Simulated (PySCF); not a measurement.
**C$_{5}$H$_{7}$BClSi (SMILES C=C1C=C([CH]Cl)B[SiH2]1) (doublet): density, localisation and related maps**

```yaml
atoms:
  - { symbol: C, position_ang: [-2.4638, 0.2500, -0.4182] }
  - { symbol: C, position_ang: [-1.1661, 0.2367, -0.0370] }
  - { symbol: C, position_ang: [-0.1839, -0.5154, -0.7168] }
  - { symbol: C, position_ang: [1.1569, -0.4704, -0.2625] }
  - { symbol: C, position_ang: [2.1759, -1.1646, -0.8658] }
  - { symbol: Cl, position_ang: [1.9764, -2.1700, -2.2375] }
  - { symbol: B, position_ang: [1.3904, 0.4316, 0.9780] }
  - { symbol: Si, position_ang: [-0.3655, 1.1748, 1.4213] }
  - { symbol: H, position_ang: [-3.1949, 0.8331, 0.1138] }
  - { symbol: H, position_ang: [-2.8210, -0.3161, -1.2663] }
  - { symbol: H, position_ang: [-0.4528, -1.1169, -1.5758] }
  - { symbol: H, position_ang: [3.1917, -1.1206, -0.5084] }
  - { symbol: H, position_ang: [2.4517, 0.5621, 1.4495] }
  - { symbol: H, position_ang: [-1.0641, 0.7808, 2.6573] }
  - { symbol: H, position_ang: [-0.6353, 2.6130, 1.2464] }
```

Geometry: GFN2-xTB.

Level of theory: UKS B3LYP, pcH-1 on B C Cl H Si, non-relativistic, mean-field spin-orbit, GIAO in PySCF.

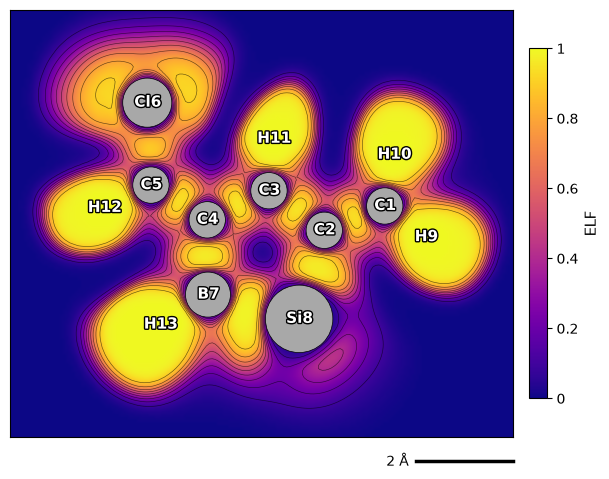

Figure 1. ELF on the plane of atoms C2, C3 and H11. Grey discs cover the atomic cores.

> Interpret the plot.

The section cuts through C, Cl, B, Si and H sites. C–C (1.35 Å): the ELF peaks at about 0.95 between the atoms (localised, covalent bonding). C–B (1.55 Å): the ELF peaks at about 0.95 between the atoms: a shared electron pair. C–Cl (1.71 Å): the ELF peaks at about 0.90 between the atoms: a shared electron pair. C–Si (1.91 Å): the ELF peaks at about 0.95 between the atoms: localised, covalent bonding. Si–B (1.96 Å): the ELF peaks at about 1 between the atoms: a covalent bond. The ELF also peaks beside Cl6, away from the bonds: non-bonding electrons, paired or unpaired.

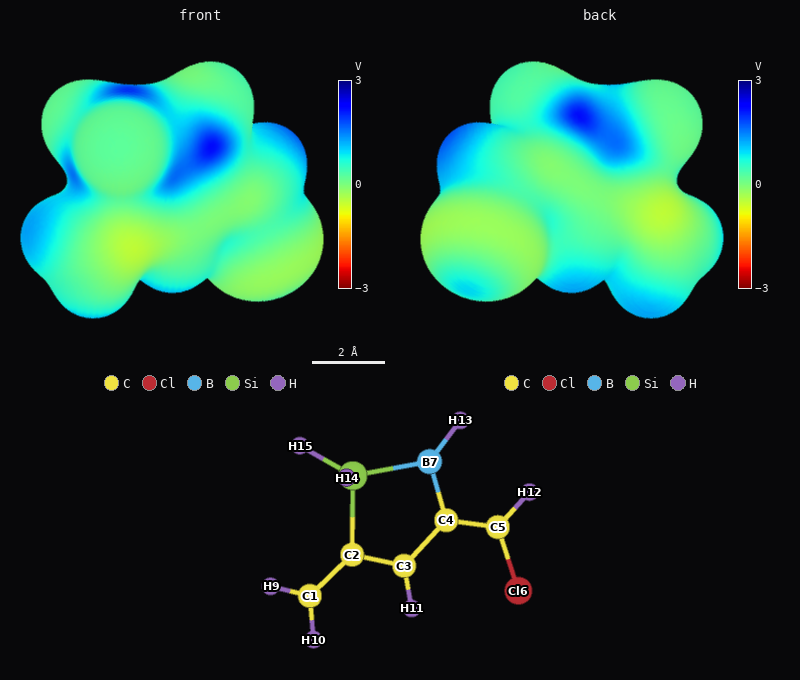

Figure 2. The molecular electrostatic potential painted on the density surface at 0.004 e/bohr³, seen from the front and from behind; red is negative and blue positive. The bare structure is drawn below in the same view.

> Which sites attract a positive test charge, and which a negative one?

A positive charge is drawn to the negative regions and a negative charge to the positive ones. The most negative region (about −0.5 V) lies over the π face of C1 and C2, the most positive (about +2.0 V) over B7. Cl6 shows a σ-hole: about +0.9 V at the tip opposite its bond, against about +0.1 V on its flanks.
